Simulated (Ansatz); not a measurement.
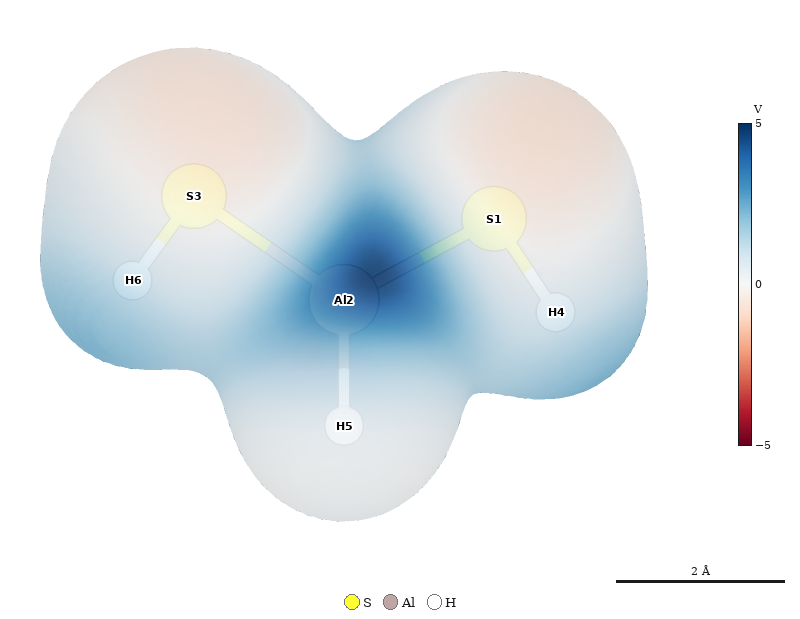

Figure 1: AlH$_{3}$S$_{2}$ (SMILES [SH][AlH][SH]). The molecular electrostatic potential painted on the density surface at 0.004 e/bohr³, seen at a tilt; the colour scale runs from red (negative) to blue (positive).

Geometry: PBE0-D4/def2-TZVP.

Theory: RKS PBE0-D4/def2-TZVPP (Ansatz 0.2.0).

```xyz
6

S    -1.4840   -1.2715   -0.8060
Al    0.0336    0.1065   -0.0699
S     1.0984   -0.5117    1.7266
H    -1.7947   -0.4646   -1.8357
H     0.3431    1.4712   -0.7948
H     1.8455    0.6060    1.7337
```

Which sites attract a positive test charge, and which a negative one?

Answer. A positive charge is drawn to the negative regions and a negative charge to the positive ones. The most negative region (about −0.6 V) lies over S1 and S3, the most positive (about +4.6 V) over Al2.
